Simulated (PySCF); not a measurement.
**GeCNCl2OF (SMILES O=C=[N][Ge]([F])([Cl])[Cl]): levels of theory compared**

Wanted: a comparison of 4 runs (PBE/6-31G**, PBE0/def2-SVP, B3LYP/6-31G*, B3LYP/def2-SVPD) of GeCNCl2OF. Input form: a Python script.

The calculation is run with PySCF 2.14.0.

### 1 The system as given

GeCNCl2OF: 7 atoms, total charge 0, spin state singlet. As SMILES, `O=C=[N][Ge]([F])([Cl])[Cl]`. The shape is that of a PBE0-D4/def2-TZVP optimisation. This is one conformer, not always the lowest.

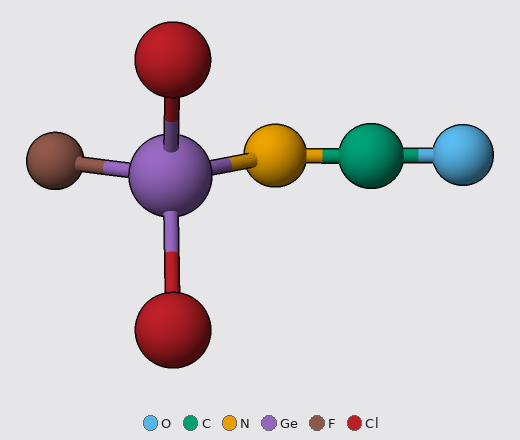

Viewed from a chosen angle; oxygen blue, carbon teal, nitrogen amber, germanium purple, fluorine brown, chlorine red.

### 2 Energy and forces at PBE/6-31G(d,p) (spherical functions) (run 1)

run.py

```python
# O=C=[N][Ge]([F])([Cl])[Cl]
from pyscf import gto, dft

system = gto.Mole()
system.atom = '''
O       -2.260400       1.297300       1.380000
C       -1.598900       0.608700       0.725500
N       -0.983100      -0.152300       0.018800
Ge       0.731600      -0.411500      -0.436600
F        0.727100      -1.732500      -1.516700
Cl       1.912200      -0.933900       1.229700
Cl       1.532800       1.256200      -1.446500
'''
system.max_memory = 1860
system.verbose = 4
system.charge = 0
system.basis = '6-31g**'
system.build()

calc0 = dft.RKS(system, xc='pbe')
calc0.grids.level = 5
calc0.conv_tol = 1e-10
calc0.kernel()
if not calc0.converged:
    calc0 = calc0.newton().run(calc0.mo_coeff, calc0.mo_occ)

e_tot = calc0.e_tot
print('E = %.10f Eh' % e_tot)
grad = calc0.nuc_grad_method().kernel()
dip = calc0.dip_moment()
pop, q = calc0.mulliken_pop()
```

On the command line:

```sh
$ OMP_NUM_THREADS=1 python run.py
```

Log:

```text
PySCF version 2.14.0

[... 84 lines left out ...]
converged SCF energy = -3264.18270007679
[... 15 lines left out ...]
Dipole moment(X, Y, Z, Debye):  0.15593,  0.45142,  0.34616
[... 132 lines left out ...]
charge of    6Cl =     -0.05275
```

Wall time 94 s (1 thread of Intel Xeon at 2.70GHz, shared host); peak memory 1.3 GiB.

### 3 Energy and forces at PBE0/def2-SVP (run 2)

geometry.xyz

```xyz
7
CCl2FGeNO
O     -2.260400     1.297300     1.380000
C     -1.598900     0.608700     0.725500
N     -0.983100    -0.152300     0.018800
Ge     0.731600    -0.411500    -0.436600
F      0.727100    -1.732500    -1.516700
Cl     1.912200    -0.933900     1.229700
Cl     1.532800     1.256200    -1.446500
```

run.py

```python
# O=C=[N][Ge]([F])([Cl])[Cl]
import pyscf.grad
from pyscf import gto, dft

mol = gto.M(
    atom='geometry.xyz',
    basis='def2-svp',
    verbose=4,
    max_memory=1860,
)

calc0 = dft.RKS(mol)
calc0.xc = 'pbe0'
calc0.grids.level = 5
calc0.conv_tol = 1e-10
calc0.kernel()
if not calc0.converged:
    calc0 = calc0.newton().run(calc0.mo_coeff, calc0.mo_occ)

e_final = calc0.e_tot
print(f'total energy: {e_final:.8f} hartree')
grad = calc0.Gradients().kernel()
calc0.analyze()
```

On the command line:

```sh
$ OMP_NUM_THREADS=1 python run.py
```

Log:

```text
PySCF version 2.14.0

[... 111 lines left out ...]
MO #9   energy= -19.2916502335433  occ= 2
[... 22 lines left out ...]
MO #32  energy= -0.892474304072427 occ= 2
[... 22 lines left out ...]
MO #55  energy= 0.132596964191787  occ= 0
[... 22 lines left out ...]
MO #78  energy= 0.800966532902141  occ= 0
[... 22 lines left out ...]
MO #101 energy= 1.57844708038112   occ= 0
[... 22 lines left out ...]
MO #124 energy= 3.7890370374082    occ= 0
[... 134 lines left out ...]
Dipole moment(X, Y, Z, Debye):  0.45253,  0.61118,  0.43481
```

Run time: 65 s. Hardware: 1 thread of Intel Xeon at 2.70GHz, shared host; peak memory 1.3 GiB.

Run 3 isn't shown in full; the table further down has it.

### 4 Energy and forces at B3LYP/def2-SVPD (run 4)

input.xyz

```xyz
7

O     -2.260400     1.297300     1.380000
C     -1.598900     0.608700     0.725500
N     -0.983100    -0.152300     0.018800
Ge     0.731600    -0.411500    -0.436600
F      0.727100    -1.732500    -1.516700
Cl     1.912200    -0.933900     1.229700
Cl     1.532800     1.256200    -1.446500
```

run.py

```python
# O=C=[N][Ge]([F])([Cl])[Cl]
import pyscf.grad
from pyscf import gto, dft

molecule = gto.Mole()
molecule.atom = 'input.xyz'
molecule.basis = 'def2-svpd'
molecule.charge = 0
molecule.verbose = 3
molecule.max_memory = 1860
molecule.build()

mf = dft.RKS(molecule, xc='b3lyp')
mf.conv_tol = 1e-10
mf.grids.level = 5
mf.kernel()
if not mf.converged:
    mf = mf.newton().run(mf.mo_coeff, mf.mo_occ)

e_tot = mf.e_tot
print('E(%s) = %.9f' % ('B3LYP', e_tot))
grad = mf.Gradients().kernel()
mf.analyze()
```

On the command line:

```sh
$ OMP_NUM_THREADS=1 python run.py
```

Log:

```text
converged SCF energy = -3264.82544008497
[... 39 lines left out ...]
MO #28  energy= -1.34179343157737  occ= 2
[... 29 lines left out ...]
MO #58  energy= 0.0699489510688198 occ= 0
[... 29 lines left out ...]
MO #88  energy= 0.353595661746315  occ= 0
[... 29 lines left out ...]
MO #118 energy= 0.824313198044575  occ= 0
[... 29 lines left out ...]
MO #148 energy= 1.58576764384363   occ= 0
[... 29 lines left out ...]
MO #178 energy= 3.95647486829757   occ= 0
[... 8 lines left out ...]
Dipole moment(X, Y, Z, Debye):  0.47000,  0.51333,  0.35300
```

Run time: 2.3 min. Hardware: 1 thread of Intel Xeon at 2.70GHz, shared host; peak memory 2.4 GiB.

### 5 Overview of the runs

| run | level | Cartesian functions | energy (Eh) | dipole moment (D) | HOMO energy (eV) | LUMO energy (eV) | wall time |
| --- | --- | --- | --- | --- | --- | --- | --- |
| 1 | PBE/6-31G** (spherical functions) | no | -3264.182700 | 0.59 | -7.89 | -2.82 | 94 s |
| 2 | PBE0/def2-SVP | no | -3263.888015 | 0.88 | -9.43 | -1.62 | 65 s |
| 3 | B3LYP/6-31G* (Cartesian functions) | yes | -3265.223725 | 0.64 | -9.08 | -2.13 | 97 s |
| 4 | B3LYP/def2-SVPD | no | -3264.825440 | 0.78 | -9.36 | -2.35 | 2.3 min |

### 6 Outcome

| quantity | value |
| --- | --- |
| run 4: total energy | -3264.82544 Eh |
| run 4: dipole moment | 0.78 D |
| run 4: HOMO energy | -9.36 eV |
| run 4: LUMO energy | -2.35 eV |
| run 4: HOMO–LUMO gap | 7.01 eV |
| run 4: largest force on an atom | 0.840 eV/Å |

The dipole moment (its size) runs from 0.59 D (PBE/6-31G**) to 0.88 D (PBE0/def2-SVP). The two ends differ in method and basis. The HOMO–LUMO gap runs from 5.07 eV (PBE/6-31G**) to 7.81 eV (PBE0/def2-SVP). Totals of different functionals can't be ranked against each other. All runs together took 6.5 min, the longest 2.3 min.
